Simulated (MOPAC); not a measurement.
Frequency calculation, with input and output: CH₄FGeS (part 2 of 2)

Continued. System: CH₄FGeS, multiplicity 2, SMILES [CH3][Ge]([F])[SH]. Method: PM6-D3, unrestricted, dispersion D3 (MOPAC 23.2.5). The geometry was optimised with PM6-D3.

Geometry of the input (Å):
```
C  -0.0752  1.1963  -0.6095
Ge 0.4755  -0.5804  -0.2240
F  1.7639  -0.5174  0.9497
S  -1.0159  -1.9414  0.6418
H  -0.9525  1.2339  -1.2667
H  -0.3359  1.7308  0.3174
H  0.7195  1.7815  -1.0923
H  -0.2387  -2.6997  1.4562
```

The program's output, continued:
```
 VIBRATION          3    3A          ATOM PAIR     ENERGY CONTRIBUTION    RADIAL
 FREQUENCY           141.34         C 1 -- Ge2         +30.1% (296.4%)      0.3%
 TRANSITION DIPOLE   0.3338         C 1 -- H 5         +23.4% (261.2%)     13.9%
 TRAVEL (Ang.)       0.2546         C 1 -- H 6         +23.2% (259.9%)     43.9%
 REDUCED MASS        7.3593         C 1 -- H 7         +18.4% (231.9%)     98.7%
 EFFECTIVE MASS     93.4695
 FORCE CONSTANT      0.0866

 VIBRATION          4    4A          ATOM PAIR     ENERGY CONTRIBUTION    RADIAL
 FREQUENCY           174.09         C 1 -- Ge2         +27.8% (187.6%)      7.0%
 TRANSITION DIPOLE   0.2906         C 1 -- H 7         +24.1% (174.4%)      0.0%
 TRAVEL (Ang.)       0.4708         C 1 -- H 6         +21.3% (164.2%)     70.0%
 REDUCED MASS        1.7472         C 1 -- H 5         +18.0% (150.8%)     83.7%
 EFFECTIVE MASS     39.5074
 FORCE CONSTANT      0.0312

 VIBRATION          5    5A          ATOM PAIR     ENERGY CONTRIBUTION    RADIAL
 FREQUENCY           181.39         C 1 -- Ge2         +28.4% (181.9%)      2.9%
 TRANSITION DIPOLE   0.6074         C 1 -- H 7         +23.0% (163.6%)     12.6%
 TRAVEL (Ang.)       0.3675         C 1 -- H 6         +22.9% (163.3%)     37.2%
 REDUCED MASS        2.7527         C 1 -- H 5         +17.1% (141.3%)     94.4%
 EFFECTIVE MASS     41.4460
 FORCE CONSTANT      0.0534

 VIBRATION          6    6A          ATOM PAIR     ENERGY CONTRIBUTION    RADIAL
 FREQUENCY           406.25         Ge2 -- S 4         +49.7% (102.7%)    100.0%
 TRANSITION DIPOLE   2.5808         S 4 -- H 8         +23.3% ( 70.3%)      4.6%
 TRAVEL (Ang.)       0.0908         C 1 -- Ge2          +8.3% ( 42.0%)      2.3%
 REDUCED MASS       20.1144         Ge2 -- F 3          +5.7% ( 34.7%)      1.6%
 EFFECTIVE MASS     43.3520
 FORCE CONSTANT      1.9558

 VIBRATION          7    7A          ATOM PAIR     ENERGY CONTRIBUTION    RADIAL
 FREQUENCY           629.21         Ge2 -- F 3         +46.6% ( 89.9%)     97.9%
 TRANSITION DIPOLE   2.1744         C 1 -- Ge2         +16.1% ( 52.9%)     59.9%
 TRAVEL (Ang.)       0.1012         C 1 -- H 6         +11.8% ( 45.3%)      8.2%
 REDUCED MASS       10.4643         C 1 -- H 7         +11.6% ( 44.8%)     10.5%
 EFFECTIVE MASS     23.9725         C 1 -- H 5         +10.9% ( 43.6%)     27.8%
 FORCE CONSTANT      2.4409

 VIBRATION          8    8A          ATOM PAIR     ENERGY CONTRIBUTION    RADIAL
 FREQUENCY           645.32         C 1 -- Ge2         +29.1% (100.2%)     99.4%
 TRANSITION DIPOLE   1.2168         C 1 -- H 5         +20.0% ( 83.1%)     12.7%
 TRAVEL (Ang.)       0.1475         C 1 -- H 6         +19.9% ( 83.0%)     17.4%
 REDUCED MASS        4.8011         C 1 -- H 7         +19.9% ( 82.8%)     13.7%
 EFFECTIVE MASS     18.4496
 FORCE CONSTANT      1.1780

 VIBRATION          9    9A          ATOM PAIR     ENERGY CONTRIBUTION    RADIAL
 FREQUENCY           681.02         S 4 -- H 8         +62.1% ( 88.6%)      1.2%
 TRANSITION DIPOLE   0.2039         C 1 -- Ge2         +10.7% ( 36.7%)     94.0%
 TRAVEL (Ang.)       0.3005         C 1 -- H 5          +6.6% ( 28.8%)      6.1%
 REDUCED MASS        1.0964         C 1 -- H 7          +6.2% ( 28.1%)     34.0%
 EFFECTIVE MASS      6.3209
 FORCE CONSTANT      0.2996

 VIBRATION         10   10A          ATOM PAIR     ENERGY CONTRIBUTION    RADIAL
 FREQUENCY           827.88         C 1 -- H 6         +43.3% ( 90.0%)      9.1%
 TRANSITION DIPOLE   0.6627         C 1 -- H 7         +31.5% ( 76.8%)      8.6%
 TRAVEL (Ang.)       0.3633         C 1 -- H 5         +15.3% ( 53.6%)      1.4%
 REDUCED MASS        0.6170         C 1 -- Ge2          +9.8% ( 42.8%)      0.4%
 EFFECTIVE MASS      3.1537
 FORCE CONSTANT      0.2491

 VIBRATION         11   11A          ATOM PAIR     ENERGY CONTRIBUTION    RADIAL
 FREQUENCY           845.79         C 1 -- H 5         +44.6% ( 90.9%)     10.8%
 TRANSITION DIPOLE   0.6522         C 1 -- H 7         +28.3% ( 72.5%)      6.6%
 TRAVEL (Ang.)       0.3550         C 1 -- H 6         +16.8% ( 55.8%)      2.3%
 REDUCED MASS        0.6327         C 1 -- Ge2         +10.0% ( 43.0%)      0.3%
 EFFECTIVE MASS      3.2934
 FORCE CONSTANT      0.2667

 VIBRATION         12   12A          ATOM PAIR     ENERGY CONTRIBUTION    RADIAL
 FREQUENCY          1215.33         C 1 -- H 6         +54.1% ( 64.4%)      0.1%
 TRANSITION DIPOLE   0.6666         C 1 -- H 7         +25.1% ( 43.9%)      8.8%
 TRAVEL (Ang.)       0.3550         C 1 -- H 5         +15.5% ( 34.4%)     14.5%
 REDUCED MASS        0.4403         C 1 -- Ge2          +5.3% ( 20.2%)      1.0%
 EFFECTIVE MASS      1.6191
 FORCE CONSTANT      0.3832

 VIBRATION         13   13A          ATOM PAIR     ENERGY CONTRIBUTION    RADIAL
 FREQUENCY          1221.42         C 1 -- H 5         +44.5% ( 58.2%)      0.6%
 TRANSITION DIPOLE   0.6510         C 1 -- H 7         +37.0% ( 53.0%)      1.5%
 TRAVEL (Ang.)       0.3700         C 1 -- H 6         +13.4% ( 32.0%)     33.0%
 REDUCED MASS        0.4033         C 1 -- Ge2          +5.0% ( 19.5%)      2.8%
 EFFECTIVE MASS      1.5947
 FORCE CONSTANT      0.3545

 VIBRATION         14   14A          ATOM PAIR     ENERGY CONTRIBUTION    RADIAL
 FREQUENCY          1259.53         C 1 -- H 5         +34.1% ( 56.1%)      2.6%
 TRANSITION DIPOLE   1.0502         C 1 -- H 7         +32.5% ( 54.8%)      1.7%
 TRAVEL (Ang.)       0.3281         C 1 -- H 6         +26.8% ( 49.8%)      0.9%
 REDUCED MASS        0.4972         C 1 -- Ge2          +6.7% ( 24.9%)     98.5%
 EFFECTIVE MASS      2.0829
 FORCE CONSTANT      0.4647

 VIBRATION         15   15A          ATOM PAIR     ENERGY CONTRIBUTION    RADIAL
 FREQUENCY          2660.03         S 4 -- H 8         +99.8% (100.0%)    100.0%
 TRANSITION DIPOLE   1.0226
 TRAVEL (Ang.)       0.1612
 REDUCED MASS        0.9756
 EFFECTIVE MASS      1.3066
 FORCE CONSTANT      4.0673

 VIBRATION         16   16A          ATOM PAIR     ENERGY CONTRIBUTION    RADIAL
 FREQUENCY          2673.54         C 1 -- H 6         +66.2% ( 83.8%)     99.1%
 TRANSITION DIPOLE   0.8433         C 1 -- H 7         +28.7% ( 55.2%)     92.9%
 TRAVEL (Ang.)       0.2156         C 1 -- H 5          +4.2% ( 21.1%)     51.3%
 REDUCED MASS        0.5426         C 1 -- Ge2          +0.9% (  9.6%)      0.0%
 EFFECTIVE MASS      1.4671
 FORCE CONSTANT      2.2853

 VIBRATION         17   17A          ATOM PAIR     ENERGY CONTRIBUTION    RADIAL
 FREQUENCY          2684.51         C 1 -- H 5         +58.8% ( 79.0%)     98.8%
 TRANSITION DIPOLE   0.8210         C 1 -- H 7         +35.1% ( 61.0%)     94.6%
 TRAVEL (Ang.)       0.2255         C 1 -- H 6          +5.2% ( 23.4%)     55.8%
 REDUCED MASS        0.4940         C 1 -- Ge2          +0.9% (  9.7%)      0.0%
 EFFECTIVE MASS      1.4757
 FORCE CONSTANT      2.0977

 VIBRATION         18   18A          ATOM PAIR     ENERGY CONTRIBUTION    RADIAL
 FREQUENCY          2768.55         C 1 -- H 5         +36.7% ( 58.3%)     96.5%
 TRANSITION DIPOLE   0.9227         C 1 -- H 7         +35.9% ( 57.6%)     96.5%
 TRAVEL (Ang.)       0.2710         C 1 -- H 6         +27.2% ( 50.2%)     94.5%
 REDUCED MASS        0.3315         C 1 -- Ge2          +0.2% (  4.4%)     98.9%
 EFFECTIVE MASS      1.1319
 FORCE CONSTANT      1.4972

      SYMMETRY NUMBER FOR POINT-GROUP C1  =  1

          SYSTEM IS A GROUND STATE

 [CH3][Ge]([F])[SH]
 CH4FGeS charge 0

          MOLECULE IS NOT LINEAR

          THERE ARE 18 GENUINE VIBRATIONS IN THIS SYSTEM
          THIS THERMODYNAMICS CALCULATION IS LIMITED TO
          MOLECULES WHICH HAVE NO INTERNAL ROTATIONS

                    CALCULATED THERMODYNAMIC PROPERTIES
                                          *
   TEMP. (K)   PARTITION FUNCTION   H.O.F.    ENTHALPY  HEAT CAPACITY ENTROPY
                                   KCAL/MOL   CAL/MOLE    CAL/K/MOL  CAL/K/MOL

 298.00  VIB.     0.1139D+03                  2699.5744    15.5403    18.4688
         ROT.     0.1535D+06                   888.2803     2.9808    26.7103
         INT.     0.1748D+08                  3587.8547    18.5211    45.1791
         TRA.     0.1596D+28                  1480.4672     4.9680    40.7121
         TOT.                      -65.247    5068.3219    23.4891    85.8912

 200.00  VIB.     0.2349D+02                  1354.2153    11.8268    13.0436
         ROT.     0.8437D+05                   596.1613     2.9808    25.5216
         INT.     0.1982D+07                  1950.3766    14.8076    38.5652
         TRA.     0.8776D+27                   993.6021     4.9680    38.7310
         TOT.                      -67.371    2943.9787    19.7756    77.2962

 210.00  VIB.     0.2782D+02                  1474.4849    12.2267    13.6303
         ROT.     0.9078D+05                   625.9693     2.9808    25.6671
         INT.     0.2525D+07                  2100.4542    15.2075    39.2974
         TRA.     0.9442D+27                  1043.2822     4.9680    38.9734
         TOT.                      -67.172    3143.7365    20.1755    78.2708

 220.00  VIB.     0.3288D+02                  1598.7391    12.6236    14.2083
         ROT.     0.9734D+05                   655.7774     2.9808    25.8057
         INT.     0.3201D+07                  2254.5165    15.6044    40.0140
         TRA.     0.1012D+28                  1092.9623     4.9680    39.2045
         TOT.                      -66.968    3347.4789    20.5724    79.2185

 230.00  VIB.     0.3879D+02                  1726.9443    13.0168    14.7781
         ROT.     0.1040D+06                   685.5855     2.9808    25.9382
         INT.     0.4036D+07                  2412.5298    15.9976    40.7163
         TRA.     0.1082D+28                  1142.6424     4.9680    39.4254
         TOT.                      -66.760    3555.1723    20.9656    80.1417

 240.00  VIB.     0.4568D+02                  1859.0592    13.4054    15.3403
         ROT.     0.1109D+06                   715.3935     2.9808    26.0651
         INT.     0.5066D+07                  2574.4528    16.3862    41.4054
         TRA.     0.1154D+28                  1192.3226     4.9680    39.6368
         TOT.                      -66.548    3766.7753    21.3542    81.0422

 250.00  VIB.     0.5368D+02                  1995.0354    13.7889    15.8954
         ROT.     0.1179D+06                   745.2016     2.9808    26.1868
         INT.     0.6330D+07                  2740.2370    16.7697    42.0821
         TRA.     0.1226D+28                  1242.0027     4.9680    39.8396
         TOT.                      -66.333    3982.2397    21.7377    81.9217

 260.00  VIB.     0.6298D+02                  2134.8179    14.1666    16.4435
         ROT.     0.1251D+06                   775.0097     2.9808    26.3037
         INT.     0.7876D+07                  2909.8275    17.1474    42.7472
         TRA.     0.1301D+28                  1291.6828     4.9680    40.0344
         TOT.                      -66.114    4201.5103    22.1154    82.7817

 270.00  VIB.     0.7377D+02                  2278.3458    14.5379    16.9852
         ROT.     0.1323D+06                   804.8177     2.9808    26.4162
         INT.     0.9763D+07                  3083.1635    17.5187    43.4014
         TRA.     0.1377D+28                  1341.3629     4.9680    40.2219
         TOT.                      -65.891    4424.5264    22.4867    83.6233

 280.00  VIB.     0.8626D+02                  2425.5533    14.9024    17.5205
         ROT.     0.1398D+06                   834.6258     2.9808    26.5246
         INT.     0.1206D+08                  3260.1791    17.8832    44.0451
         TRA.     0.1454D+28                  1391.0430     4.9680    40.4026
         TOT.                      -65.664    4651.2221    22.8513    84.4477

 290.00  VIB.     0.1007D+03                  2576.3707    15.2598    18.0497
         ROT.     0.1473D+06                   864.4339     2.9808    26.6292
         INT.     0.1484D+08                  3440.8045    18.2406    44.6789
         TRA.     0.1532D+28                  1440.7231     4.9680    40.5770
         TOT.                      -65.434    4881.5276    23.2086    85.2558

 300.00  VIB.     0.1174D+03                  2730.7245    15.6097    18.5730
         ROT.     0.1550D+06                   894.2419     2.9808    26.7302
         INT.     0.1820D+08                  3624.9664    18.5905    45.3032
         TRA.     0.1612D+28                  1490.4032     4.9680    40.7454
         TOT.                      -65.200    5115.3696    23.5585    86.0486

 310.00  VIB.     0.1367D+03                  2888.5392    15.9519    19.0904
         ROT.     0.1628D+06                   924.0500     2.9808    26.8280
         INT.     0.2226D+08                  3812.5891    18.9327    45.9184
         TRA.     0.1694D+28                  1540.0833     4.9680    40.9083
         TOT.                      -64.963    5352.6724    23.9007    86.8266

 320.00  VIB.     0.1589D+03                  3049.7370    16.2863    19.6021
         ROT.     0.1708D+06                   953.8580     2.9808    26.9226
         INT.     0.2713D+08                  4003.5950    19.2671    46.5248
         TRA.     0.1776D+28                  1589.7634     4.9680    41.0660
         TOT.                      -64.722    5593.3585    24.2351    87.5908

 330.00  VIB.     0.1845D+03                  3214.2394    16.6128    20.1083
         ROT.     0.1788D+06                   983.6661     2.9808    27.0143
         INT.     0.3299D+08                  4197.9055    19.5936    47.1227
         TRA.     0.1860D+28                  1639.4435     4.9680    41.2189
         TOT.                      -64.478    5837.3490    24.5616    88.3415

 340.00  VIB.     0.2139D+03                  3381.9672    16.9314    20.6090
         ROT.     0.1870D+06                  1013.4742     2.9808    27.1033
         INT.     0.4000D+08                  4395.4413    19.9122    47.7123
         TRA.     0.1945D+28                  1689.1236     4.9680    41.3672
         TOT.                      -64.231    6084.5650    24.8802    89.0795

 350.00  VIB.     0.2476D+03                  3552.8412    17.2421    21.1043
         ROT.     0.1953D+06                  1043.2822     2.9808    27.1897
         INT.     0.4837D+08                  4596.1234    20.2229    48.2940
         TRA.     0.2032D+28                  1738.8037     4.9680    41.5112
         TOT.                      -63.980    6334.9271    25.1909    89.8052

 360.00  VIB.     0.2864D+03                  3726.7829    17.5450    21.5943
         ROT.     0.2038D+06                  1073.0903     2.9808    27.2737
         INT.     0.5835D+08                  4799.8732    20.5258    48.8680
         TRA.     0.2119D+28                  1788.4838     4.9680    41.6512
         TOT.                      -63.727    6588.3570    25.4938    90.5192

 370.00  VIB.     0.3307D+03                  3903.7146    17.8401    22.0791
         ROT.     0.2123D+06                  1102.8984     2.9808    27.3554
         INT.     0.7022D+08                  5006.6129    20.8209    49.4344
         TRA.     0.2208D+28                  1838.1639     4.9680    41.7873
         TOT.                      -63.470    6844.7769    25.7889    91.2217

 380.00  VIB.     0.3816D+03                  4083.5599    18.1277    22.5587
         ROT.     0.2210D+06                  1132.7064     2.9808    27.4349
         INT.     0.8431D+08                  5216.2663    21.1085    49.9935
         TRA.     0.2298D+28                  1887.8440     4.9680    41.9198
         TOT.                      -63.211    7104.1104    26.0765    91.9133

 390.00  VIB.     0.4397D+03                  4266.2441    18.4079    23.0332
         ROT.     0.2297D+06                  1162.5145     2.9808    27.5123
         INT.     0.1010D+09                  5428.7586    21.3887    50.5455
         TRA.     0.2390D+28                  1937.5242     4.9680    42.0488
         TOT.                      -62.949    7366.2828    26.3567    92.5943

 400.00  VIB.     0.5060D+03                  4451.6943    18.6809    23.5027
         ROT.     0.2386D+06                  1192.3226     2.9808    27.5878
         INT.     0.1208D+09                  5644.0169    21.6617    51.0904
         TRA.     0.2482D+28                  1987.2043     4.9680    42.1746
         TOT.                      -62.684    7631.2212    26.6298    93.2650

   *: NOTE: HEATS OF FORMATION ARE RELATIVE TO THE
            ELEMENTS IN THEIR STANDARD STATE AT 298K
              (=  Standard Enthalpy of Formation).

            Hvib:  Zero-point energy is not included.
                   frequencies of less than zero cm-1 are not included.
            Hrot = (3/2)RT
            Htra = (3/2)RT + pV = (5/2)RT

            Heat capacity is Cp, not Cv

           FORCE CONSTANT IN CARTESIAN COORDINATES (Millidynes/A)

    ATOM   CHEMICAL       X               Y               Z
   NUMBER   SYMBOL  FORCE CONSTANT  FORCE CONSTANT  FORCE CONSTANT

      1       C        4.885108        5.841826        5.666403
      2      Ge        4.175078        3.936870        1.861134
      3       F        0.550017        3.256285        0.090255
      4       S        3.189923        2.047469        1.455197
      5       H        1.123466        3.520606        0.531584
      6       H        1.019435        1.558602        2.531821
      7       H        1.097408        1.063520        2.999142
      8       H        2.748678        1.406283        0.196565

 *                    *
 * JOB ENDED NORMALLY *
 *                    *

 TOTAL JOB TIME:             0.20 SECONDS

 == MOPAC DONE ==
```

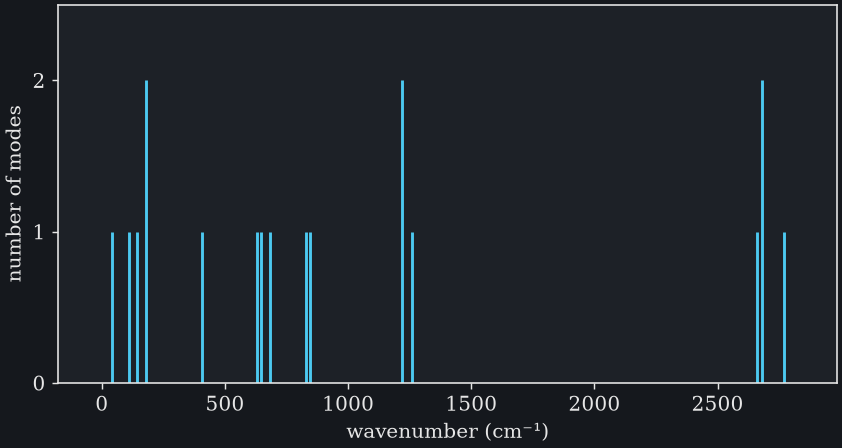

Fig. 1: Harmonic vibrational wavenumbers from the force constants; neighbouring modes closer than 12 cm⁻¹ are counted in one stick. 18 modes from 41 to 2769 cm⁻¹, none imaginary.

Key numbers:

```json
{"quantity": "outcome", "value": "converged"}
{"quantity": "heat of formation", "value": "−65.25 kcal/mol"}
{"quantity": "basis functions", "value": "25"}
{"quantity": "zero-point energy", "value": "0.043666 hartree"}
{"quantity": "wavenumbers, lowest and highest", "value": "41 and 2769 cm⁻¹"}
{"quantity": "hardware", "value": "1 thread of Arm Neoverse V1, 24 GiB of memory available, shared host"}
{"quantity": "peak memory", "value": "0.074 GiB"}
```

Notes:

MOPAC's energies along a path are heats of formation.
